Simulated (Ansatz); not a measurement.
# HF/3-21G run of C4H6S (2,3-dihydrothiophene)

What is the electronic atomisation energy of C4H6S (2,3-dihydrothiophene) at HF/3-21G? 

The results are computed with Ansatz 0.2.0.

49 further runs of the same task are left out: 49 set aside as unsound or not needed.

**1. Starting point**

The species is C4H6S (11 atoms), meant as a singlet with charge 0. SMILES: `C1=CSCC1`. The coordinates come from a PBE0-D4/def2-TZVP relaxation. This is one conformer, not always the lowest.

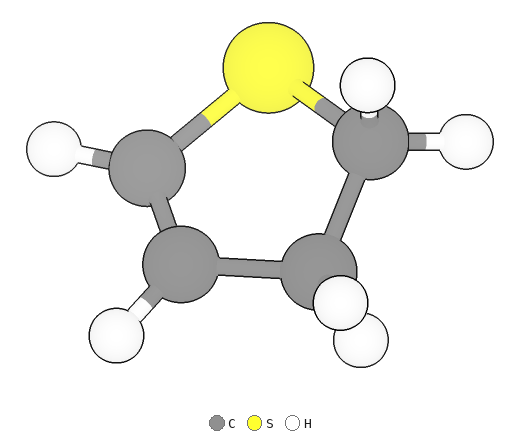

Viewed from a chosen angle; carbon grey, sulfur yellow, hydrogen white.

**2. A single-point energy at HF/3-21G**

The input, run.yaml:

```yaml
crystal:
  periodic: [false, false, false]
  atoms:
    - {symbol: C, position_ang: [0.280500, 1.058200, -0.374100]}
    - {symbol: C, position_ang: [1.266700, 0.759000, 0.465700]}
    - {symbol: S, position_ang: [1.220700, -0.865500, 1.112000]}
    - {symbol: C, position_ang: [-0.478300, -1.076400, 0.485100]}
    - {symbol: C, position_ang: [-0.649000, -0.083500, -0.663200]}
    - {symbol: H, position_ang: [0.197200, 2.015800, -0.873100]}
    - {symbol: H, position_ang: [2.082600, 1.409500, 0.751800]}
    - {symbol: H, position_ang: [-0.623300, -2.113100, 0.183800]}
    - {symbol: H, position_ang: [-1.164400, -0.846900, 1.303500]}
    - {symbol: H, position_ang: [-0.374400, -0.543900, -1.622300]}
    - {symbol: H, position_ang: [-1.692700, 0.229900, -0.748800]}
basis:
  gaussian: {orbitals: 3-21G.json}
hamiltonian: {xc: hf}
accuracy: high
output: {orbitals: {seedname: orbitals}}
```

The basis set 3-21G is read from a file made from the Basis Set Exchange's data (not shown).

Command:

```bash
ansatz run run.yaml --threads 1 --pin off --max-ram 3480MiB --events-out events.jsonl --progress --plain --runs-dir runs
```

The log of the run:

```text
Warning: RAYON_NUM_THREADS=1 ignored (pool sized by the plan → 1); use --threads N
Functional definition: HF
  name "HF"
  exchange = exact_x
  correlation = 0
1526 factors; integrals over basis functions are off by at most 3.7e-9 eV
mean field evaluation 1: about -14954.4146 eV, gradient 2.1e1 eV
mean field evaluation 2: about -14954.9424 eV, gradient 2.1e1 eV
mean field evaluation 4: about -14956.3194 eV, gradient 2.8e0 eV
mean field evaluation 8: about -14956.3424 eV, gradient 2.9e-4 eV
mean field -14956.34243719 eV, -549.6354467939 hartree, gradient 1.7e-8 eV, S^2 0.000000; 0 other end points of the search recorded, 0 dependent functions left out
reference -14956.34243719 eV, -549.6354467939 hartree; 23, 23 occupied and 38, 38 virtual orbitals, 1526 factors
Total energy: -14956.34243719 eV, -549.6354467939 hartree
```

Run time: 0.76 s. Hardware: 1 thread of Intel Xeon 6975P-C (Granite Rapids), shared host; peak memory 0.16 GiB.

**3. The C atom**

The input, run.yaml:

```yaml
crystal:
  periodic: [false, false, false]
  atoms:
    - {symbol: C, position_ang: [0.000000, 0.000000, 0.000000]}
basis:
  gaussian:
    orbitals: 3-21G.json
hamiltonian:
  xc: hf
accuracy: high
magnetization:
  spin_polarized: true
  initial_magnetization: 2
```

The basis set 3-21G is read from a file made from the Basis Set Exchange's data (not shown).

Command:

```bash
ansatz run run.yaml --threads 1 --pin off --max-ram 3480MiB --events-out events.jsonl --progress --plain --runs-dir runs
```

The log of the run:

```text
Warning: RAYON_NUM_THREADS=1 ignored (pool sized by the plan → 1); use --threads N
[... 4 set-up lines as earlier in the session ...]
42 factors; integrals over basis functions are off by at most 3.1e-9 eV
mean field evaluation 1: about -1019.7341 eV, gradient 4.9e0 eV
mean field evaluation 2: about -1019.7347 eV, gradient 4.9e0 eV
mean field evaluation 4: about -1019.9117 eV, gradient 1.9e-1 eV
mean field evaluation 8: about -1019.9119 eV, gradient 6.4e-5 eV
mean field evaluation 16: about -1019.9118 eV, gradient 6.1e-2 eV
mean field evaluation 32: about -1019.9119 eV, gradient 2.8e-8 eV
mean field -1019.91186813 eV, -37.4810698326 hartree, gradient 2.8e-8 eV, S^2 2.000971; 2 other end points of the search recorded, 0 dependent functions left out
reference -1019.91186813 eV, -37.4810698326 hartree; 4, 2 occupied and 5, 7 virtual orbitals, 42 factors
Total energy: -1019.91186813 eV, -37.4810698326 hartree
```

Run time: 0.04 s. Hardware: 1 thread of Intel Xeon 6975P-C (Granite Rapids), shared host.

**4. The H atom, same level**

The input, run.yaml:

```yaml
crystal:
  periodic: [false, false, false]
  atoms:
    - {symbol: H, position_ang: [0.000000, 0.000000, 0.000000]}
basis:
  gaussian: {orbitals: 3-21G.json}
accuracy: high
hamiltonian: {xc: hf}
magnetization: {spin_polarized: true, initial_magnetization: 1}
```

The basis set 3-21G is read from a file made from the Basis Set Exchange's data (not shown).

Run the same way, it converges to -0.49620 Eh (log not shown).

**5. The S atom**

The input, job.yaml:

```yaml
crystal:
  periodic: [false, false, false]
  atoms:
    - {symbol: S, position_ang: [0.000000, 0.000000, 0.000000]}
basis:
  gaussian:
    orbitals: 3-21G.json
magnetization:
  spin_polarized: true
  initial_magnetization: 2
hamiltonian:
  xc: hf
accuracy: high
```

The basis set 3-21G is read from a file made from the Basis Set Exchange's data (not shown).

Run the same way, it converges to -395.55134 Eh (log not shown).

**6. What came out**

Level: HF/3-21G.

| quantity | value |
| --- | --- |
| molecule: total energy | -549.63545 Eh |
| molecule: HOMO energy | -8.25 eV |
| molecule: LUMO energy | 4.72 eV |
| molecule: HOMO–LUMO gap | 12.96 eV |
| C atom: total energy | -37.48107 Eh |
| C atom: ⟨S²⟩ | 2.001 |
| H atom: total energy | -0.49620 Eh |
| H atom: ⟨S²⟩ | 0.750 |
| S atom: total energy | -395.55134 Eh |
| S atom: ⟨S²⟩ | 2.001 |
| electronic atomisation energy | 32.181 eV |

Taking the molecule apart into free atoms costs 32.18 eV (3105 kJ/mol), before zero-point energy and without spin-orbit coupling. Hartree–Fock lacks the correlation of the bonding pairs, which as a rule makes this value much too low; in minimal bases other errors can mask that. The basis has no polarisation functions, which makes bonds too weak.
